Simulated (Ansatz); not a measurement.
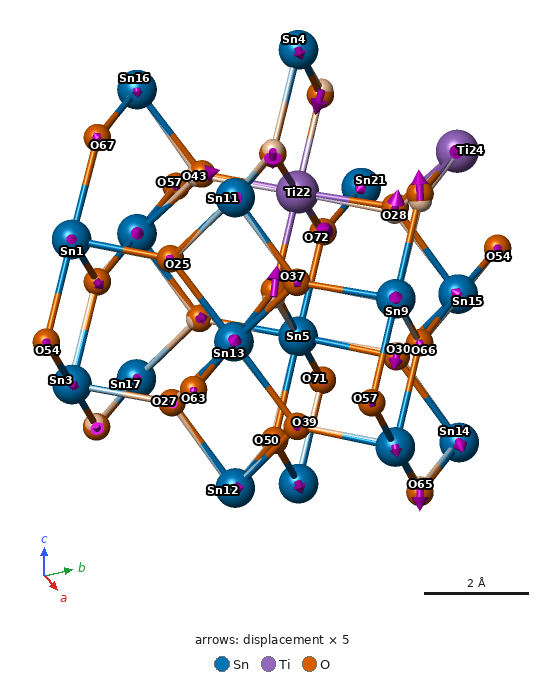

A relaxation of solid Sn₂₁Ti₃O₄₈ (a generated structure, set up in P1). The starting structure is drawn faded, the final one solid; purple arrows show the displacements, 5 times their true length.

The picture is a ball-and-stick view of the atoms within 5.0 Å of the atom that moves most (axes of the cell of the calculation), seen from a free direction.

Theory: DFT, PBEsol, PAW, plane waves in Ansatz 0.2.0. (plane-wave cutoff 420 eV; k-point mesh 1 × 1 × 1; mesh shifted by (0.25, 0.25, 0.25); no spin polarisation; cell relaxed at fixed alpha, beta, gamma; force threshold 0.03 eV/Å; at most 80 steps)

Q: Which element moves most?

A: Oxygen: up to 0.13 Å, against 0.08 Å for tin.

Q: What happened in the run?

A: The atom that moves furthest relative to the cell is an O atom (0.13 Å along [−2 1 3]). Largest moves by element: O 0.13 Å, Sn 0.08 Å, Ti 0.06 Å. The drawn cell changes at constant volume: a 9.495 → 9.490 Å (−0.1 %), b unchanged at 9.495 Å, c 9.538 → 9.548 Å (+0.1 %). Among the contacts that change: O–Ti 2.079 → 1.951 Å, O–Ti 2.082 → 1.969 Å, O–Ti 2.061 → 1.958 Å, O–Sn 1.981 → 2.074 Å. Among the angles between lasting bonds that change: O–Sn–O 80.4° → 74.5°, Sn–O–Ti 130.5° → 125.8°, Sn–O–Sn 129.6° → 124.9°. The space group stays P1 (No. 1). Over 5 geometry steps the energy falls by 27.5 meV per atom. The largest force component goes from 2.7 to 0.01 eV/Å. The pressure goes from 0.95 to 0.00 GPa.
